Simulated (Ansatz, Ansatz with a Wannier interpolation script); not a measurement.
## PtSe2 (1T monolayer): quasiparticle bands by Wannier interpolation

G0W0 gives levels on a mesh alone; what do the bands of PtSe2 (1T monolayer) look like between the points?

Program: Ansatz 0.2.0. Level of theory: PBEsol, Wannier functions and G0W0, plane waves, PAW. Results are calculated unless marked as measured.

**What was measured.**

- Gap 1.9 ± 0.05 eV: quasiparticle gap from STS, domains aligned with graphene; scanning tunneling spectroscopy; 8.5 K; monolayer (MBE-grown monolayer on epitaxial bilayer graphene, twist angle near 0 deg) on bilayer graphene on SiC(0001) (“Angular dependence of the interlayer coupling at the interface between two dimensional materials 1T-PtSe2 and graphene”, 2023, arxiv:2311.08165).

- Gap 2 ± 0.1 eV: quasiparticle gap of the first layer from STS; scanning tunnelling spectroscopy; 77 K; monolayer (MBE-grown first layer on HOPG) on HOPG (“Precise Layer-Dependent Electronic Structure of MBE-Grown PtSe2”, 2021, arxiv:2105.03334).

- Gap 1.95 ± 0.05 eV: quasiparticle gap of 1 ML from STS, average over islands; scanning tunnelling spectroscopy; monolayer (MBE-grown monolayer islands on bilayer graphene) on bilayer graphene on SiC(0001) (“Atomic-layer controlled THz Spintronic emission from Epitaxially grown Two dimensional PtSe2/ferromagnet heterostructures”, 2023, arxiv:2305.06895).

Most raw output is cut from this account.

## (1) Set-up

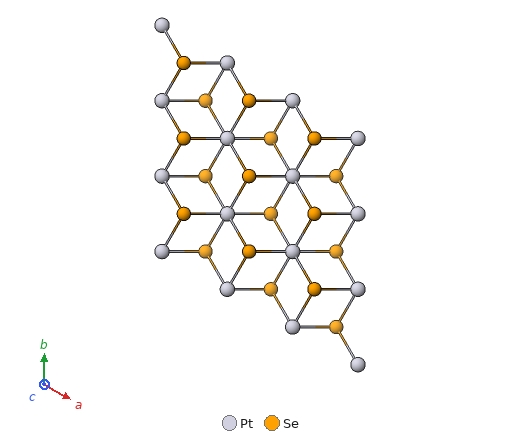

Start, viewed from above; platinum light grey, selenium orange. 3×3×1 cells are drawn. Some periodic images of atoms are drawn too.

The cell holds 3 atoms: 1 Pt and 2 Se. Cell: a = 3.703 Å, b = 3.703 Å, c = 28.400 Å, α = 90.0°, β = 90.0°, γ = 120.0°. Vacuum lies along c.

The structure was relaxed with PBEsol. The structure was generated from a model, not taken from a measurement. The runs that relaxed it are not among those shown. Spin-orbit coupling is left out unless a step names it. The default PAW set here is soft_2. Its files were made with PBE. The Coulomb interaction is cut off across the vacuum.

## (2) PBEsol bands

Levels along a band path, at the cheap level, show where the edges lie and whether the meshes to come will hold them.

This step: DFT, PBEsol, plane waves, PAW.

The input, input.yaml:

```yaml
crystal:
  lattice:
    - [3.7030641636, 0.0, 0.0]
    - [-1.8515320818, 3.2069476375, 0.0]
    - [0.0, 0.0, 28.4]
  atoms:
    - { symbol: Pt, position: [0.0, 0.0, 0.5] }
    - { symbol: Se, position: [0.3333333333, 0.6666666667, 0.5455048101] }
    - { symbol: Se, position: [0.6666666667, 0.3333333333, 0.4544951899] }
  periodic: [true, true, false]
kpoints:
  mp_grid: { grid: [12, 12, 1] }
  band_path:
    path:
      - [0, 0, 0]
      - [0.5, 0, 0]
      - [0.3333333333333, 0.3333333333333, 0]
      - [0, 0, 0]
    npoints: 10
hamiltonian:
  xc: pbesol
scf:
  occupations: { method: fermi_dirac, width: 0.02 }
  n_extra_bands: 165
output:
  eigenvalues: true
  forces: true
  stress: true
  fatbands: true
  write_density: true
  write_potential: true
  elf: true
  volumetric_format: npy
```

The run is started by

```
$ ansatz run input.yaml --threads 12 --pin off --max-ram 27648MiB --backend cpu --events-out ev --progress --plain --runs-dir out
```

It took 13 s on 12 threads of Intel Xeon 6975P-C (Granite Rapids), shared host; peak memory 3.4 GiB; 2.3 min of CPU time.

This step gave:

```yaml
filled_bands: 25
gap: 1.424 eV
valence_top_at: k = (0.033, 0.033, 0.000)
conduction_bottom_at: k = (0.000, 0.250, 0.000)
least_direct_gap: 1.591 eV
```

The gap is indirect, with the least direct gap 0.17 eV higher.

Electronic bands along the path, in eV, zero at the top of the highest nominally filled band:

| point | band 22 | band 23 | band 24 | band 25 | band 26 | band 27 | band 28 | band 29 |
| --- | --- | --- | --- | --- | --- | --- | --- | --- |
| Γ | -1.22 | -0.61 | 0.00 | 0.00 | 3.09 | 3.09 | 4.64 | 5.24 |
| M | -2.35 | -1.99 | -1.90 | -1.43 | 2.50 | 2.83 | 4.75 | 6.14 |
| K | -2.60 | -2.30 | -0.98 | -0.98 | 1.85 | 1.85 | 6.23 | 8.25 |
| Γ | -1.22 | -0.61 | 0.00 | 0.00 | 3.09 | 3.09 | 4.64 | 5.24 |

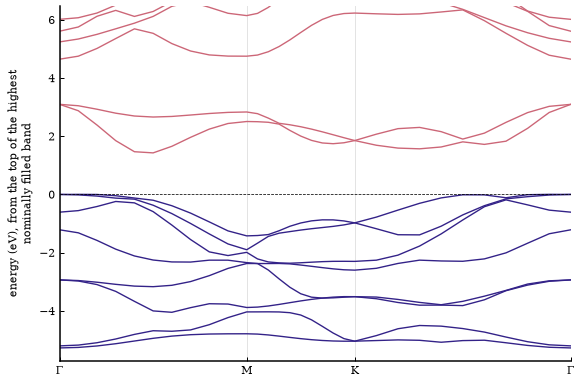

Electronic bands along the path; lines of filled and empty bands in two colours.

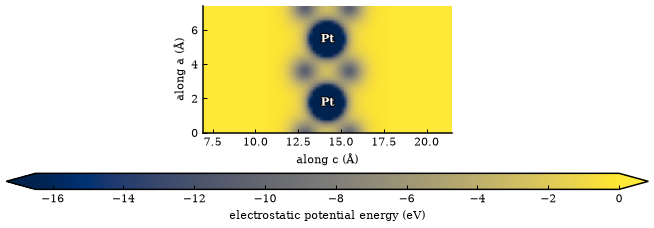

Electrostatic potential energy in the ca plane at fractional y = 0.000, with atoms of Pt within 0.2 Å of it. With pseudopotentials it is smooth inside the atoms' cores, unlike the true potential. The map starts off the cell's origin, so that atoms lie inside it. The far vacuum is left out of the map.

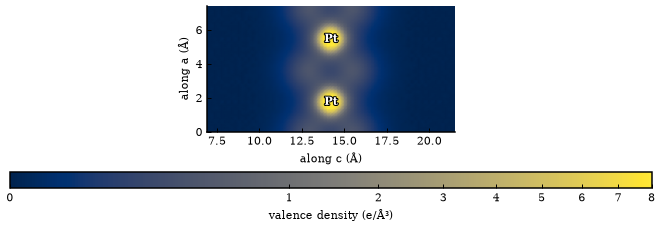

Valence density in the ca plane at fractional y = 0.000, with atoms of Pt within 0.2 Å of it. It is the smooth field of the valence electrons, not physical close to the nuclei. The map starts off the cell's origin, so that atoms lie inside it. The colour scale is stretched toward low values. The far vacuum is left out of the map.

## (3) Wannier functions (Pt:5d Se:4p) on 24×24×1

Localised functions give a small Hamiltonian that interpolates between mesh points at no cost.

This step: maximally localised Wannier functions, PBEsol, plane waves, PAW.

input.yaml, the sections that differ from step 2:

```yaml
kpoints:
  mp_grid: { grid: [12, 12, 1] }
scf:
  occupations: { method: fixed }
  n_extra_bands: 165
output:
  wannier:
    kmesh: [24, 24, 1]
    projections: [{ species: Pt, l: d, shell: 5 }, { species: Se, l: p, shell: 4 }]
    minimise: true
    write_hr: true
    seedname: w
    conv_tol: 1.0e-07
    max_iter: 4000
    disentanglement:
      window: [-12.18, -0.82]
      frozen_window: [-12.18, -3.82]
      conv_tol: 1.0e-08
# crystal, hamiltonian: as in step 2
```

It took 50 s on 12 threads; peak memory 13 GiB; 9 min of CPU time.

This step gave:

```yaml
gauge_invariant_spread: 19.09 Å²
diagonal_spread: 0.009725 Å²
off_diagonal_spread: 0.8598 Å²
total_spread: 19.96 Å²
least_projectability: 0.6425
localisation_steps: 30
disentanglement_steps: 53
r_m_s_interpolation_error: 4.14e-5 eV
r_m_s_error_near_the_gap: 3.48e-5 eV
```

Near the gap the model misses directly solved bands by 0.0 meV r.m.s. and by 0 meV at most in the window tested. This tests the starting bands, not the corrections carried with them.

Wannier functions, by row:

| function | x (Å) | y (Å) | z (Å) | spread (Å²) | nearest atom | distance (Å) |
| --- | --- | --- | --- | --- | --- | --- |
| 1 | 0 | 0 | 14.2 | 1.057 | Pt1 | 0 |
| 2 | 0 | 0 | 14.2 | 1.489 | Pt1 | 0 |
| 3 | 0 | 0 | 14.2 | 1.489 | Pt1 | 0 |
| 4 | 0 | 0 | 14.2 | 1.193 | Pt1 | 0 |
| 5 | 0 | 0 | 14.2 | 1.193 | Pt1 | 0 |
| 6 | 0 | 2.138 | 15.58 | 2.05 | Se2 | 0.087 |
| 7 | 0.045 | 2.195 | 15.38 | 2.361 | Se2 | 0.136 |
| 8 | -0.045 | 2.081 | 15.38 | 2.361 | Se2 | 0.136 |
| 9 | 1.852 | 1.069 | 12.82 | 2.05 | Se3 | 0.087 |
| 10 | 1.881 | 1.002 | 13.02 | 2.361 | Se3 | 0.136 |
| 11 | 1.822 | 1.136 | 13.02 | 2.361 | Se3 | 0.136 |

Frozen up to 1.92 eV; above it the model need not follow the bands. Electronic bands along the path, in eV, zero at the valence-band top:

| point | band 22 | band 23 | band 24 | band 25 | band 26 | band 27 |
| --- | --- | --- | --- | --- | --- | --- |
| Γ | -1.22 | -0.61 | 0.00 | 0.00 | 3.09 | 3.09 |
| M | -2.35 | -1.99 | -1.90 | -1.43 | 2.50 | 2.83 |
| K | -2.60 | -2.30 | -0.98 | -0.98 | 1.85 | 1.85 |
| Γ | -1.22 | -0.61 | 0.00 | 0.00 | 3.09 | 3.09 |

The same for Kohn-Sham, solved directly:

| point | band 22 | band 23 | band 24 | band 25 | band 26 | band 27 |
| --- | --- | --- | --- | --- | --- | --- |
| Γ | -1.22 | -0.61 | 0.00 | 0.00 | 3.09 | 3.09 |
| M | -2.35 | -1.99 | -1.90 | -1.43 | 2.50 | 2.83 |
| K | -2.60 | -2.30 | -0.98 | -0.98 | 1.85 | 1.85 |
| Γ | -1.22 | -0.61 | 0.00 | 0.00 | 3.09 | 3.09 |

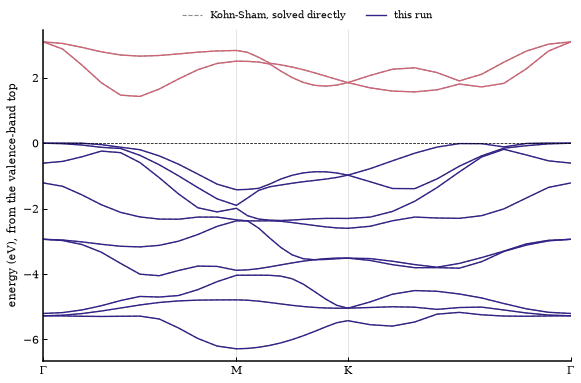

Electronic bands along the path; lines of filled and empty bands in two colours; dashed: Kohn-Sham, solved directly.

## (4) G0W0 at every point of the mesh: 12×12×1 mesh, 547 empty bands, screening to 80 eV

G0W0 replaces the xc potential by the self-energy, built once from these orbitals. Only a window of levels is corrected, while the sums run over the empty bands that the input names.

This step: G0W0 on PBEsol, plane waves, PAW.

input.yaml, the sections that differ from step 3:

```yaml
scf:
  occupations: { method: fixed }
gw:
  n_empty_bands: 547
  ecut_chi: 80.0
  qp_bands: [v9, c2]
  screening: { model: contour_deformation }
# crystal, kpoints, hamiltonian: as in step 3
# output: removed
```

The job ended after 21 min (12 threads; peak memory 8.6 GiB).

This step gave:

* bands summed: 572
* plane waves in the screening matrix: 551
* q-points in the mesh: 144
* G0W0 gap on the mesh: 2.289 eV
* k of the valence top: 0, 0.08333, 0
* k of the conduction bottom: 0, 0.25, 0
* starting gap on the mesh: 1.425 eV
* Z at the valence top: 0.7160
* Z at the conduction bottom: 0.7256
* least direct G0W0 gap on the computed points: 2.551 eV

The gap on the mesh goes from 1.42 eV to 2.29 eV, a correction of +0.86 eV. Between the two edge states, bare exchange in place of the xc potential would open the gap by 4.58 eV, and correlation takes back 3.72 eV.

## (5) Interpolating the corrections

A script adds the corrections, carried to the Wannier functions and back, to the PBEsol levels, along the path and on a 26×26×1 mesh.

```
G0W0 gap over the zone     : 2.260 eV
valence top at             : Γ
starting gap over the zone : 1.401 eV
least direct G0W0 gap      : 2.460 eV
G0W0 gap on the mesh       : 2.289 eV
valence width, start       : 6.282 eV
valence width, G0W0        : 6.245 eV
gap by a rigid shift       : 2.265 eV
```

Levels solved directly plus the interpolated quasiparticle correction. Limits: finite bands, cutoff and mesh; gap short on this mesh; no spin polarisation; d states lean on the start; no spin-orbit coupling. The quasiparticle bands at the labelled points (eV, zero at the valence-band top of each set):

| point | band 22 | band 23 | band 24 | band 25 | band 26 |
| --- | --- | --- | --- | --- | --- |
| Γ | -1.16 | -0.70 | 0.00 | 0.00 | 4.01 |
| M | -2.22 | -1.96 | -1.88 | -1.50 | 3.41 |
| K | -2.53 | -2.41 | -0.98 | -0.98 | 2.75 |
| Γ | -1.16 | -0.70 | 0.00 | 0.00 | 4.01 |

The same for PBEsol:

| point | band 22 | band 23 | band 24 | band 25 | band 26 |
| --- | --- | --- | --- | --- | --- |
| Γ | -1.22 | -0.61 | 0.00 | 0.00 | 3.09 |
| M | -2.35 | -1.99 | -1.90 | -1.43 | 2.50 |
| K | -2.60 | -2.30 | -0.98 | -0.98 | 1.85 |
| Γ | -1.22 | -0.61 | 0.00 | 0.00 | 3.09 |

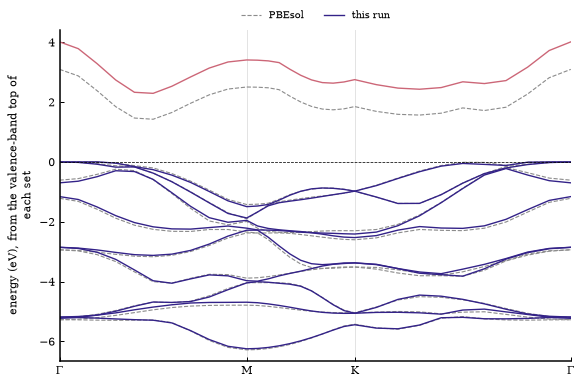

Quasiparticle bands along the path; lines of filled and empty bands in two colours; dashed: PBEsol.

The density of states has structure finer than the step of the table below, so its rows give means over 0.5 eV, whole bins alone (the curve runs from -7 to 2.7 eV). Peaks (eV: height): G0W0 -4.90: 5.86, -3.70: 4.13, -2.20: 7.00, -1.40: 3.51, -0.20: 3.89, 2.60: 3.17; PBEsol -5.00: 6.39, -3.70: 5.27, -2.30: 7.10, -1.30: 3.48, -0.10: 3.92, 1.70: 3.25, 2.30: 3.77.

Wannier model on a dense mesh, Gaussian width 0.15 eV. Limits: finite bands, cutoff and mesh; gap short on this mesh; no spin polarisation; d states lean on the start; no spin-orbit coupling. The density of states by energy, zero at the valence-band top of each set; means over each step; values in states/eV/cell:

| energy (eV) | G0W0 | PBEsol |
| --- | --- | --- |
| -6.5 | 0.100 | 0.139 |
| -6.0 | 1.10 | 1.10 |
| -5.5 | 2.13 | 2.25 |
| -5.0 | 5.04 | 5.19 |
| -4.5 | 3.05 | 2.73 |
| -4.0 | 2.47 | 2.71 |
| -3.5 | 3.66 | 3.78 |
| -3.0 | 2.07 | 1.82 |
| -2.5 | 2.36 | 3.10 |
| -2.0 | 3.60 | 2.85 |
| -1.5 | 2.60 | 2.44 |
| -1.0 | 2.64 | 2.62 |
| -0.5 | 3.06 | 2.92 |
| 0.0 | 2.12 | 2.34 |
| 0.5 | 0.0102 | 0.0134 |
| 1.0 | 0 | 0.0137 |
| 1.5 | 0 | 1.61 |
| 2.0 | 0.0952 | 2.70 |

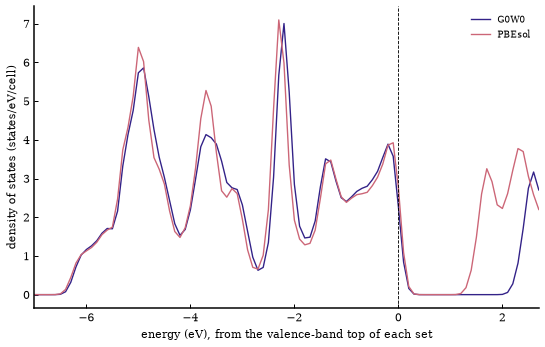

Density of states against energy.

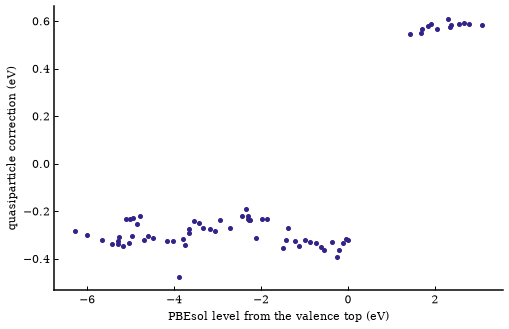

The correction of every computed level, on the run's own energy scale, against its starting energy.

## (6) PBEsol+SOC bands, for comparison

The many-body steps leave out spin-orbit coupling, so its effect is taken from a two-component run, with twice the bands.

This step: DFT, PBEsol with spin-orbit coupling, plane waves, PAW.

input.yaml, the sections that differ from step 4:

```yaml
kpoints:
  mp_grid: { grid: [12, 12, 1] }
  band_path:
    path:
      - [0, 0, 0]
      - [0.5, 0, 0]
      - [0.3333333333333, 0.3333333333333, 0]
      - [0, 0, 0]
    npoints: 10
scf:
  occupations: { method: fermi_dirac, width: 0.02 }
  n_extra_bands: 10
magnetization:
  noncollinear: true
  spin_orbit: true
output:
  eigenvalues: true
  forces: true
  stress: true
# crystal, hamiltonian: as in step 4
# gw: removed
```

Run time: 13 s. Hardware: 12 threads; peak memory 3.1 GiB.

Numbers from this step:

```yaml
filled_bands: 50
gap: 1.240 eV
valence_top_at: Γ
conduction_bottom_at: k = (0.000, 0.250, 0.000)
least_direct_gap: 1.443 eV
```

The gap stands −0.18 eV against PBEsol.

## (7) HSE06 bands, for comparison

This step: DFT, HSE06, plane waves, PAW.

Edit input.yaml of step 6 so:

```diff
@@ -11,3 +11,3 @@
 kpoints:
-  mp_grid: { grid: [12, 12, 1] }
+  mp_grid: { grid: [6, 6, 1] }
   band_path:
@@ -20,12 +20,11 @@
 hamiltonian:
-  xc: pbesol
+  xc: hse06
 scf:
-  occupations: { method: fermi_dirac, width: 0.02 }
-  n_extra_bands: 10
-magnetization:
-  noncollinear: true
-  spin_orbit: true
+  occupations: { method: fixed }
+  n_extra_bands: 5
 output:
   eigenvalues: true
-  forces: true
-  stress: true
+  write_density: true
+  write_potential: true
+  elf: true
+  volumetric_format: npy
```

The job ended after 2.3 min (12 threads; peak memory 4.8 GiB).

Numbers from this step:

```
filled bands         : 25
gap                  : 2.023 eV
valence top at       : Γ
conduction bottom at : k = (0.250, 0.000, 0.000)
least direct gap     : 2.219 eV
```

The gap stands +0.60 eV against PBEsol.

The electronic bands at the labelled points (eV, zero at the top of the highest nominally filled band):

| point | band 22 | band 23 | band 24 | band 25 | band 26 | band 27 | band 28 | band 29 |
| --- | --- | --- | --- | --- | --- | --- | --- | --- |
| Γ | -1.70 | -0.62 | 0.00 | 0.00 | 3.77 | 3.77 | 5.34 | 5.83 |
| M | -3.08 | -2.52 | -2.11 | -1.59 | 3.21 | 3.53 | 5.66 | 7.06 |
| K | -3.50 | -2.51 | -1.47 | -1.47 | 2.52 | 2.52 | 7.25 | 9.07 |
| Γ | -1.70 | -0.62 | 0.00 | 0.00 | 3.77 | 3.77 | 5.34 | 5.83 |

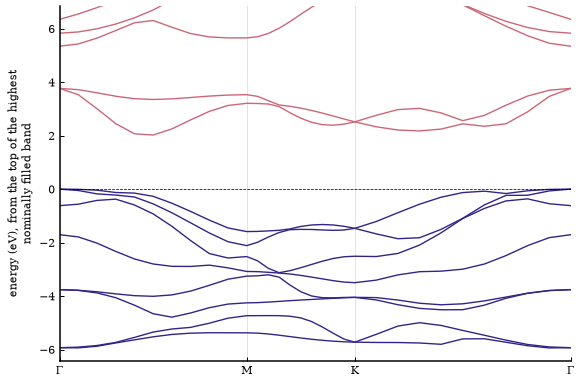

Electronic bands along the path; lines of filled and empty bands in two colours.

## (8) Summary of results

```
PBEsol gap                          : 1.40 eV
G0W0 gap over the zone              : 2.26 eV, indirect
least direct G0W0 gap, in the model : 2.46 eV
with the spin-orbit change          : 2.08 eV
GW settings                         : 12×12×1 mesh, 547 empty bands, screening to 80 eV
known limits                        : not at the basis limit; no spin polarisation; d states lean on the start; no spin-orbit coupling
```

The Wannier model follows the PBEsol bands to under 1 meV r.m.s. near the gap. The G0W0 gap over the zone is 2.26 eV, indirect, from Γ to k = (0.228, 0.000, 0.000); on the mesh alone it is 2.29 eV, and a rigid shift of the PBEsol bands would give 2.27 eV. The valence width in the model goes from 6.28 eV to 6.25 eV. PBEsol+SOC gives a gap of 1.24 eV on the same path, a spin-orbit change of −0.18 eV that would bring the G0W0 gap to 2.08 eV. HSE06 gives a gap of 2.02 eV on the same path. Against experiment, by G0W0@PBEsol with the spin-orbit change: the gap of 2.08 eV lies +0.18 eV from the measured 1.9 ± 0.05 eV (electronic, 8.5 K, on bilayer graphene on SiC(0001), 2023); the gap of 2.08 eV lies +0.08 eV from the measured 2 ± 0.1 eV (electronic, 77 K, on HOPG, 2021); the gap of 2.08 eV lies +0.13 eV from the measured 1.95 ± 0.05 eV (electronic, on bilayer graphene on SiC(0001), 2023). The computed sheet is free-standing; a substrate or cover screens it further and lowers both gap and binding, while the exciton line moves little. The calculation has static nuclei and no excitons; a measured gap holds zero-point and thermal motion, which mostly lowers it. Bands and cutoff are finite, so the gap is not at the basis limit. The miss can reach some tenths of an eV and take either sign; the mesh is an error of its own. Above the frozen window of the model the interpolated levels need not meet the computed ones, even at points of the mesh. The runs have no spin polarisation. For a closed low-spin shell that is the natural state; where a d or f shell is open it is a constraint, and the gap is then not the crystal's own. With d states at the gap, one-shot GW leans hard on its start.

[Paths, hosts, dates, memory and timing lines, banners, echoed tables and standing remarks are left out of the program output.]

[Logs are printed without paths, hosts, clocks, repeated set-up lines and the standing remarks that a program may print on its own settings, such as how far it seeks lower states.]

[Runs of the session that timed out or met a known fault of the program may be left out.]

[Hosts, paths, dates, database ids (printed as entryN), source tags and the programs' standing remarks are cut or masked in the printed files.]
